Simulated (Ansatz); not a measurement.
# Ta4O: sliding across a plane

This session takes Ta4O and sets out to slide the crystal rigidly across a (0 0 1) plane.

Computed with Ansatz 0.2.0 (DFT PBEsol, scalar-relativistic, plane waves, PAW, unless a step's input says otherwise).

3 further runs of the same task are left out: 3 set aside as unsound or not needed. Runs told in other sessions of the task aren't counted.

### Step 1. Starting point

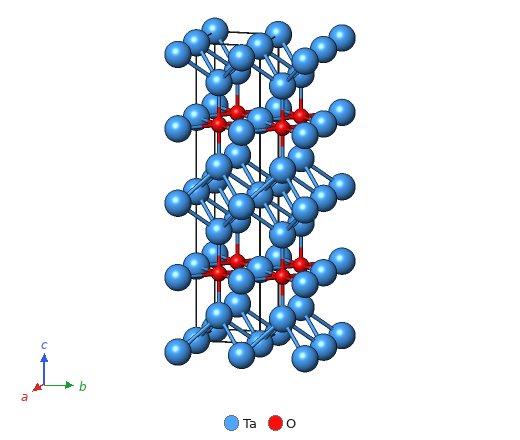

The starting structure, seen slightly off an axis (tantalum blue, oxygen red). 2×2×1 cells are drawn. Atoms on the faces are drawn again on the opposite ones.

Coordinates:

```
Ta O
1.0
    -3.21094    0.00000    0.00000
     0.00000   -3.21094    0.00000
     0.00000    0.00000   14.68397
Ta O
8 2
Direct
  0.00000 0.00000 0.25000
  0.00000 0.00000 0.75000
  0.50000 0.50000 0.39139
  0.50000 0.50000 0.89139
  0.50000 0.50000 0.10861
  0.50000 0.50000 0.60861
  0.00000 0.00000 0.50000
  0.00000 0.00000 0.00000
  0.50000 0.50000 0.25000
  0.50000 0.50000 0.75000
```

It goes back to an entry of the Materials Project, which need not be the stable form.

It is built from the cell relaxed beforehand with the same method (15.14 Å³/atom).

### Step 2. Zero of energy

The cell is repeated 2 times, 10 atoms in all. The reference gives a free energy of -79574.9168 eV, pressure 0.09 GPa, largest force 0.008 eV/Å and gap on the mesh none (metal). It was computed beforehand with the settings of the runs below.

### Step 3. The scan: sliding across a plane

The cut lies on the cell's a–b face, a (0 0 1) plane of area 10.31 Å², between layers 2.08 Å apart (O, Ta below, Ta above); the cell is 14.7 Å thick. Vector c is tilted by f times 1·a − 1·b (length 4.541 Å) with the atoms' Cartesian places fixed: one unrelaxed fault per cell.

### Step 4. Point f = 0.167

Input file input.yaml:

```yaml
crystal:
  lattice:
    - [-3.210938023, 0.0, 0.0]
    - [0.0, -3.210938023, 0.0]
    - [-0.5352633684, 0.5352633684, 14.6839668902]
  atoms:
    - { symbol: Ta, position: [-0.15491431, 0.15491431, 0.9293] }
    - { symbol: Ta, position: [-0.07156431, 0.07156431, 0.4293] }
    - { symbol: Ta, position: [0.4882157107, 0.5117842893, 0.0706915977] }
    - { symbol: Ta, position: [0.4048657107, 0.5951342893, 0.5706915977] }
    - { symbol: Ta, position: [0.3686556693, 0.6313443307, 0.7879084023] }
    - { symbol: Ta, position: [0.4520056693, 0.5479943307, 0.2879084023] }
    - { symbol: Ta, position: [-0.02988931, 0.02988931, 0.1793] }
    - { symbol: Ta, position: [-0.11323931, 0.11323931, 0.6793] }
    - { symbol: O, position: [0.34508569, 0.65491431, 0.9293] }
    - { symbol: O, position: [0.42843569, 0.57156431, 0.4293] }
basis:
  ecutwfc: 420
kpoints:
  mp_grid: { grid: [14, 14, 4] }
hamiltonian:
  xc: pbesol
scf:
  occupations: { method: gaussian, width: 0.15 }
output:
  forces: true
  stress: true
  eigenvalues: true
```

Launch:

```console
$ ansatz run input.yaml --threads 2 --pin off --max-ram 5120MiB --backend cpu --events-out ev --progress --plain --runs-dir out
```

Log (excerpt; [...] marks lines left out):

```text
Warning: RAYON_NUM_THREADS=2 ignored (pool sized by the plan → 2); use --threads N
[...]
Pseudopotentials: kind: paw
Pseudopotential: Ta, paw, valence charge 13, recommended cutoff 420 eV (normal), Ta.paw.azcp
Pseudopotential: O, paw, valence charge 6, recommended cutoff 420 eV (normal), O.paw.azcp
Functional definition: PBEsol
[...]
Crystal: 10 atoms, lattice volume = 151.394 Å³
Basis set: ecut = 420 eV, 2973 PW (Γ), exchange–correlation on 48×48×200 points (8 copies of the dense FFT grid, shifted against one another)
Bands: 70, of which v1, the nominal top of the filled ones, is band 58 counted from 1 (57 counted from 0)
Symmetry: 2 space group operations
Space group: Cm (ITA 8), of the structure as read, at distance tolerance 5.3e-5 Å
k-points: 219 of 784 (time reversal used)
[...]
SCF iter   1: F=—  HF=-79574.318631 eV  |F-HF|=—  |Δ(HF+E_count)|=         —  Δρ=1.80e-2  dr2=1.41e0  ethr=1.77e-3  ⟨swp⟩=5.0  Hψ=58551  notcnv=0
[...]
SCF iter   9: F=-79574.157821 eV  HF=-79574.157821 eV  |F-HF|=2.09e-8  |Δ(HF+E_count)|=   4.84e-8  Δρ=2.73e-6  dr2=2.55e-8  ethr=8.62e-11  ⟨swp⟩=11.6  Hψ=59146  notcnv=0
[...]
SCF converged after 9 iterations
Free energy (F): -79574.157821 eV
[...]
E sigma→0 (E₀):  -79574.125799 eV
Entropy (-TS):   -0.064044 eV (-6.404 meV/atom)
Fermi energy:    19.398169 eV
[...]
--- Forces (eV/Å), atoms counted from 1 ---
  atom   1  Ta    -1.52481293     1.52481293    -1.51176657
  atom   2  Ta    -0.01968342     0.01968342    -0.02225671
  atom   3  Ta     1.66240210    -1.66240210     0.64792853
  atom   4  Ta    -0.03746738     0.03746738     0.04728209
  atom   5  Ta     0.20493393    -0.20493393     0.05915077
  atom   6  Ta    -0.01228846     0.01228846     0.19310838
  atom   7  Ta    -0.05076138     0.05076138     0.07164616
  atom   8  Ta     0.07513373    -0.07513373    -0.13413149
[...]
--- Stress (GPa, compression-positive) ---
        0.578541      -0.778458       2.657599
       -0.778458       0.578541      -2.657599
        2.657599      -2.657599       2.914927
  P = ⅓ Tr σ = 1.3573 GPa (13.573 kbar)
--- Band table (eV; the first three rows and the last of 219) ---
[...]
```

Wall time 31 s (2 threads of AMD EPYC 9R45 (Zen 5), shared host); peak memory 1.6 GiB.

### Step 5. At f = 0.333

Input file input.yaml:

```yaml
crystal:
  lattice:
    - [-3.210938023, 0.0, 0.0]
    - [0.0, -3.210938023, 0.0]
    - [-1.0702056431, 1.0702056431, 14.6839668902]
  atoms:
    - { symbol: Ta, position: [-0.30973569, 0.30973569, 0.9293] }
    - { symbol: Ta, position: [-0.14308569, 0.14308569, 0.4293] }
    - { symbol: Ta, position: [0.4764384905, 0.5235615095, 0.0706915977] }
    - { symbol: Ta, position: [0.3097884905, 0.6902115095, 0.5706915977] }
    - { symbol: Ta, position: [0.2373901295, 0.7626098705, 0.7879084023] }
    - { symbol: Ta, position: [0.4040401295, 0.5959598705, 0.2879084023] }
    - { symbol: Ta, position: [-0.05976069, 0.05976069, 0.1793] }
    - { symbol: Ta, position: [-0.22641069, 0.22641069, 0.6793] }
    - { symbol: O, position: [0.19026431, 0.80973569, 0.9293] }
    - { symbol: O, position: [0.35691431, 0.64308569, 0.4293] }
basis:
  ecutwfc: 420
kpoints:
  mp_grid: { grid: [14, 14, 4] }
hamiltonian:
  xc: pbesol
scf:
  occupations: { method: gaussian, width: 0.15 }
output:
  forces: true
  stress: true
  eigenvalues: true
```

Launch:

```console
$ ansatz run input.yaml --threads 2 --pin off --max-ram 5120MiB --backend cpu --events-out ev --progress --plain --runs-dir out
```

Log (excerpt; [...] marks lines left out):

```text
Warning: RAYON_NUM_THREADS=2 ignored (pool sized by the plan → 2); use --threads N
[...]
[... 4 set-up lines as earlier in the session ...]
[...]
Crystal: 10 atoms, lattice volume = 151.394 Å³
Basis set: ecut = 420 eV, 2969 PW (Γ), exchange–correlation on 48×48×200 points (8 copies of the dense FFT grid, shifted against one another)
Bands: 70, of which v1, the nominal top of the filled ones, is band 58 counted from 1 (57 counted from 0)
[... 2 set-up lines as earlier in the session ...]
k-points: 219 of 784 (time reversal used)
[...]
SCF converged after 9 iterations
Free energy (F): -79571.845969 eV
[...]
E sigma→0 (E₀):  -79571.815693 eV
Entropy (-TS):   -0.060553 eV (-6.055 meV/atom)
Fermi energy:    19.357209 eV
[...]
--- Forces (eV/Å), atoms counted from 1 ---
  atom   1  Ta    -2.07678882     2.07678882    -6.20957134
  atom   2  Ta     0.00034453    -0.00034453    -0.04267482
  atom   3  Ta     2.33574839    -2.33574839     5.38511777
  atom   4  Ta    -0.03469016     0.03469016    -0.02045053
  atom   5  Ta     0.18460121    -0.18460121     0.26451513
  atom   6  Ta    -0.02857629     0.02857629     0.20126156
  atom   7  Ta    -0.19951986     0.19951986     0.49424566
  atom   8  Ta    -0.02636962     0.02636962    -0.21425028
[...]
--- Stress (GPa, compression-positive) ---
        0.159115      -0.468705       4.049322
       -0.468705       0.159115      -4.049322
        4.049322      -4.049322      14.593799
  P = ⅓ Tr σ = 4.9707 GPa (49.707 kbar)
--- Band table (eV; the first three rows and the last of 219) ---
[...]
```

Wall time 31 s (2 threads of AMD EPYC 9R45 (Zen 5), shared host); peak memory 1.6 GiB.

### Step 6. At f = 0.500

Input file input.yaml:

```yaml
crystal:
  lattice:
    - [-3.210938023, 0.0, 0.0]
    - [0.0, -3.210938023, 0.0]
    - [-1.6054690115, 1.6054690115, 14.6839668902]
  atoms:
    - { symbol: Ta, position: [-0.46465, 0.46465, 0.9293] }
    - { symbol: Ta, position: [-0.21465, 0.21465, 0.4293] }
    - { symbol: Ta, position: [0.4646542011, 0.5353457988, 0.0706915977] }
    - { symbol: Ta, position: [0.2146542012, 0.7853457988, 0.5706915977] }
    - { symbol: Ta, position: [0.1060457989, 0.8939542012, 0.7879084023] }
    - { symbol: Ta, position: [0.3560457988, 0.6439542011, 0.2879084023] }
    - { symbol: Ta, position: [-0.08965, 0.08965, 0.1793] }
    - { symbol: Ta, position: [-0.33965, 0.33965, 0.6793] }
    - { symbol: O, position: [0.03535, 0.96465, 0.9293] }
    - { symbol: O, position: [0.28535, 0.71465, 0.4293] }
basis:
  ecutwfc: 420
kpoints:
  mp_grid: { grid: [14, 14, 4] }
hamiltonian:
  xc: pbesol
scf:
  occupations: { method: gaussian, width: 0.15 }
output:
  forces: true
  stress: true
  eigenvalues: true
```

Launch:

```console
$ ansatz run input.yaml --threads 2 --pin off --max-ram 5120MiB --backend cpu --events-out ev --progress --plain --runs-dir out
```

Log (excerpt; [...] marks lines left out):

```text
Warning: crystal.symmetry: narrowed to the stabiliser of the k-point mesh — unitary ops 8 → 2; excluded 6 operations that carry a point of the 14×14×4 mesh (shift [0, 0, 0]) off the mesh (the run samples exactly the mesh kpoints.mp_grid names, as under crystal.symmetry.detect: false, and [...]
Warning: RAYON_NUM_THREADS=2 ignored (pool sized by the plan → 2); use --threads N
[...]
[... 4 set-up lines as earlier in the session ...]
[...]
Crystal: 10 atoms, lattice volume = 151.394 Å³
Basis set: ecut = 420 eV, 2949 PW (Γ), exchange–correlation on 48×48×200 points (8 copies of the dense FFT grid, shifted against one another)
Bands: 70, of which v1, the nominal top of the filled ones, is band 58 counted from 1 (57 counted from 0)
[... 1 set-up line as earlier in the session ...]
k-points: 219 of 784 (time reversal used)
[...]
SCF iter   1: F=—  HF=-79570.908939 eV  |F-HF|=—  |Δ(HF+E_count)|=         —  Δρ=2.32e-2  dr2=6.51e0  ethr=1.77e-3  ⟨swp⟩=5.3  Hψ=58853  notcnv=0
[...]
SCF iter   9: F=-79570.552422 eV  HF=-79570.552422 eV  |F-HF|=7.42e-9  |Δ(HF+E_count)|=   3.14e-8  Δρ=1.61e-6  dr2=9.51e-9  ethr=8.62e-11  ⟨swp⟩=12.7  Hψ=61714  notcnv=0
[...]
SCF converged after 9 iterations
Free energy (F): -79570.552422 eV
[...]
E sigma→0 (E₀):  -79570.515894 eV
Entropy (-TS):   -0.073056 eV (-7.306 meV/atom)
Fermi energy:    19.315053 eV
[...]
--- Forces (eV/Å), atoms counted from 1 ---
  atom   1  Ta    -0.00015148     0.00015148    -9.20902469
  atom   2  Ta     0.00009663    -0.00009663     0.01430697
  atom   3  Ta     0.00037515    -0.00037515     9.18522415
  atom   4  Ta     0.00013094    -0.00013094    -0.12167982
  atom   5  Ta    -0.00013211     0.00013211     0.50122821
  atom   6  Ta    -0.00004029     0.00004029     0.23159610
  atom   7  Ta    -0.00017758     0.00017758     0.51142868
  atom   8  Ta    -0.00012685     0.00012685    -0.05350072
[...]
--- Stress (GPa, compression-positive) ---
       -0.701013      -0.001152       0.000316
       -0.001152      -0.701013      -0.000316
        0.000316      -0.000316      22.604343
  P = ⅓ Tr σ = 7.0674 GPa (70.674 kbar)
--- Band table (eV; the first three rows and the last of 219) ---
[...]
```

Run time: 30 s. Hardware: 2 threads of AMD EPYC 9R45 (Zen 5), shared host; peak memory 1.6 GiB.

### Step 7. f = 0.083

Input file input.yaml:

```yaml
crystal:
  lattice:
    - [-3.210938023, 0.0, 0.0]
    - [0.0, -3.210938023, 0.0]
    - [-0.2674711373, 0.2674711373, 14.6839668902]
  atoms:
    - { symbol: Ta, position: [-0.07741069, 0.07741069, 0.9293] }
    - { symbol: Ta, position: [-0.03576069, 0.03576069, 0.4293] }
    - { symbol: Ta, position: [0.4941113899, 0.5058886101, 0.0706915977] }
    - { symbol: Ta, position: [0.4524613899, 0.5475386101, 0.5706915977] }
    - { symbol: Ta, position: [0.4343672301, 0.5656327699, 0.7879084023] }
    - { symbol: Ta, position: [0.4760172301, 0.5239827699, 0.2879084023] }
    - { symbol: Ta, position: [-0.01493569, 0.01493569, 0.1793] }
    - { symbol: Ta, position: [-0.05658569, 0.05658569, 0.6793] }
    - { symbol: O, position: [0.42258931, 0.57741069, 0.9293] }
    - { symbol: O, position: [0.46423931, 0.53576069, 0.4293] }
basis:
  ecutwfc: 420
kpoints:
  mp_grid: { grid: [14, 14, 4] }
hamiltonian:
  xc: pbesol
scf:
  occupations: { method: gaussian, width: 0.15 }
output:
  forces: true
  stress: true
  eigenvalues: true
```

Launch:

```console
$ ansatz run input.yaml --threads 2 --pin off --max-ram 5120MiB --backend cpu --events-out ev --progress --plain --runs-dir out
```

Log (excerpt; [...] marks lines left out):

```text
[...]
SCF converged after 8 iterations
Free energy (F): -79574.749950 eV
[...]
E sigma→0 (E₀):  -79574.720960 eV
Entropy (-TS):   -0.057981 eV (-5.798 meV/atom)
Fermi energy:    19.414504 eV
[...]
--- Forces (eV/Å), atoms counted from 1 ---
  atom   1  Ta    -0.73799517     0.73799517    -0.29428331
  atom   2  Ta    -0.00747859     0.00747859    -0.00210141
  atom   3  Ta     0.80566702    -0.80566702    -0.02424897
  atom   4  Ta    -0.01872979     0.01872979     0.00776162
  atom   5  Ta     0.12385417    -0.12385417     0.04582242
  atom   6  Ta     0.04762438    -0.04762438     0.08762232
  atom   7  Ta    -0.17599713     0.17599713     0.00494442
  atom   8  Ta     0.04089297    -0.04089297    -0.04392564
[...]
--- Stress (GPa, compression-positive) ---
        0.244528      -0.373996       0.872167
       -0.373996       0.244528      -0.872167
        0.872167      -0.872167       0.590968
  P = ⅓ Tr σ = 0.3600 GPa (3.600 kbar)
--- Band table (eV; the first three rows and the last of 219) ---
[...]
```

Wall time 28 s (2 threads of AMD EPYC 9R45 (Zen 5), shared host); peak memory 1.7 GiB.

### Step 8. f = 0.250

Input file input.yaml:

```yaml
crystal:
  lattice:
    - [-3.210938023, 0.0, 0.0]
    - [0.0, -3.210938023, 0.0]
    - [-0.8027345058, 0.8027345058, 14.6839668902]
  atoms:
    - { symbol: Ta, position: [-0.232325, 0.232325, 0.9293] }
    - { symbol: Ta, position: [-0.107325, 0.107325, 0.4293] }
    - { symbol: Ta, position: [0.4823271006, 0.5176728994, 0.0706915977] }
    - { symbol: Ta, position: [0.3573271006, 0.6426728994, 0.5706915977] }
    - { symbol: Ta, position: [0.3030228994, 0.6969771006, 0.7879084023] }
    - { symbol: Ta, position: [0.4280228994, 0.5719771006, 0.2879084023] }
    - { symbol: Ta, position: [-0.044825, 0.044825, 0.1793] }
    - { symbol: Ta, position: [-0.169825, 0.169825, 0.6793] }
    - { symbol: O, position: [0.267675, 0.732325, 0.9293] }
    - { symbol: O, position: [0.392675, 0.607325, 0.4293] }
basis:
  ecutwfc: 420
kpoints:
  mp_grid: { grid: [14, 14, 4] }
hamiltonian:
  xc: pbesol
scf:
  occupations: { method: gaussian, width: 0.15 }
output:
  forces: true
  stress: true
  eigenvalues: true
```

Launch:

```console
$ ansatz run input.yaml --threads 2 --pin off --max-ram 5120MiB --backend cpu --events-out ev --progress --plain --runs-dir out
```

Log (excerpt; [...] marks lines left out):

```text
[...]
SCF converged after 9 iterations
Free energy (F): -79573.076639 eV
[...]
E sigma→0 (E₀):  -79573.042907 eV
Entropy (-TS):   -0.067464 eV (-6.746 meV/atom)
Fermi energy:    19.388799 eV
[...]
--- Forces (eV/Å), atoms counted from 1 ---
  atom   1  Ta    -2.17039820     2.17039820    -3.81417597
  atom   2  Ta    -0.01227717     0.01227717    -0.05275881
  atom   3  Ta     2.43269157    -2.43269157     2.71297540
  atom   4  Ta    -0.04685878     0.04685878     0.06551274
  atom   5  Ta     0.23277441    -0.23277441     0.08187383
  atom   6  Ta    -0.09828316     0.09828316     0.20910151
  atom   7  Ta     0.01172890    -0.01172890     0.23670061
  atom   8  Ta     0.05485308    -0.05485308    -0.21110498
[...]
--- Stress (GPa, compression-positive) ---
        0.666476      -0.905371       4.339485
       -0.905371       0.666476      -4.339485
        4.339485      -4.339485       8.061781
  P = ⅓ Tr σ = 3.1316 GPa (31.316 kbar)
--- Band table (eV; the first three rows and the last of 219) ---
[...]
```

Wall time 30 s (2 threads of AMD EPYC 9R45 (Zen 5), shared host); peak memory 1.7 GiB.

### Step 9. f = 0.417

Input file input.yaml:

```yaml
crystal:
  lattice:
    - [-3.210938023, 0.0, 0.0]
    - [0.0, -3.210938023, 0.0]
    - [-1.3379978742, 1.3379978742, 14.6839668902]
  atoms:
    - { symbol: Ta, position: [-0.38723931, 0.38723931, 0.9293] }
    - { symbol: Ta, position: [-0.17888931, 0.17888931, 0.4293] }
    - { symbol: Ta, position: [0.4705428112, 0.5294571888, 0.0706915977] }
    - { symbol: Ta, position: [0.2621928112, 0.7378071888, 0.5706915977] }
    - { symbol: Ta, position: [0.1716785688, 0.8283214312, 0.7879084023] }
    - { symbol: Ta, position: [0.3800285688, 0.6199714312, 0.2879084023] }
    - { symbol: Ta, position: [-0.07471431, 0.07471431, 0.1793] }
    - { symbol: Ta, position: [-0.28306431, 0.28306431, 0.6793] }
    - { symbol: O, position: [0.11276069, 0.88723931, 0.9293] }
    - { symbol: O, position: [0.32111069, 0.67888931, 0.4293] }
basis:
  ecutwfc: 420
kpoints:
  mp_grid: { grid: [14, 14, 4] }
hamiltonian:
  xc: pbesol
scf:
  occupations: { method: gaussian, width: 0.15 }
output:
  forces: true
  stress: true
  eigenvalues: true
```

Launch:

```console
$ ansatz run input.yaml --threads 2 --pin off --max-ram 5120MiB --backend cpu --events-out ev --progress --plain --runs-dir out
```

Log (excerpt; [...] marks lines left out):

```text
[...]
SCF converged after 9 iterations
Free energy (F): -79570.908097 eV
[...]
E sigma→0 (E₀):  -79570.873727 eV
Entropy (-TS):   -0.068740 eV (-6.874 meV/atom)
Fermi energy:    19.325703 eV
[...]
--- Forces (eV/Å), atoms counted from 1 ---
  atom   1  Ta    -1.34433923     1.34433923    -8.26625673
  atom   2  Ta    -0.00813071     0.00813071     0.00024631
  atom   3  Ta     1.48568062    -1.48568062     8.01493831
  atom   4  Ta    -0.01877888     0.01877888    -0.10593307
  atom   5  Ta     0.08621959    -0.08621959     0.44509930
  atom   6  Ta     0.06504414    -0.06504414     0.24349731
  atom   7  Ta    -0.24222181     0.24222181     0.54295870
  atom   8  Ta    -0.04046105     0.04046105    -0.13315652
[...]
--- Stress (GPa, compression-positive) ---
       -0.450659      -0.093727       2.567779
       -0.093727      -0.450659      -2.567779
        2.567779      -2.567779      20.477306
  P = ⅓ Tr σ = 6.5253 GPa (65.253 kbar)
--- Band table (eV; the first three rows and the last of 219) ---
[...]
```

Wall time 29 s (2 threads of AMD EPYC 9R45 (Zen 5), shared host); peak memory 1.7 GiB.

### Step 10. The scan collected

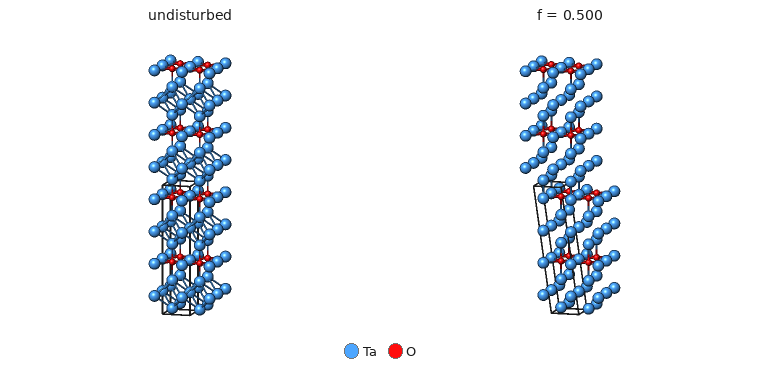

The undisturbed cell and the costliest point of the scan, at one scale, with neighbouring cells.

Collected from the runs (energy zero: the undisturbed cell):

| f | γ (mJ/m²) | shear traction (GPa) |
| --- | --- | --- |
| 0.000 | 0 | 0.0 |
| 0.083 | 259 | 14.6 |
| 0.167 | 1179 | 34.7 |
| 0.250 | 2860 | 51.6 |
| 0.333 | 4772 | 46.4 |
| 0.417 | 6229 | 28.4 |
| 0.500 | 6782 | 0.0 |

Not run, since symmetry makes them alike: 0.667 repeats 0.333, 0.833 repeats 0.167, 0.583 repeats 0.417, 0.750 repeats 0.250, 0.917 repeats 0.083. Energy, pressure and gap are the same there.

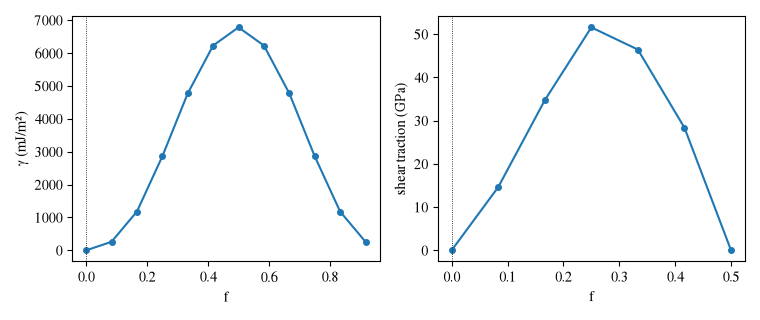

γ and shear traction along the scan; points alike by symmetry are filled in.

### Step 11. What came out

| quantity | value |
| --- | --- |
| highest fault energy sampled | 6782 mJ/m² at f = 0.500 |
| largest shear traction sampled | 51.6 GPa |

**Reading.** Of the points run, the one at f = 0.500 is highest, 6782 mJ/m². Nothing is relaxed, so these energies are upper bounds; letting the layers move apart would lower them. The runs treat Ta without spin-orbit coupling.
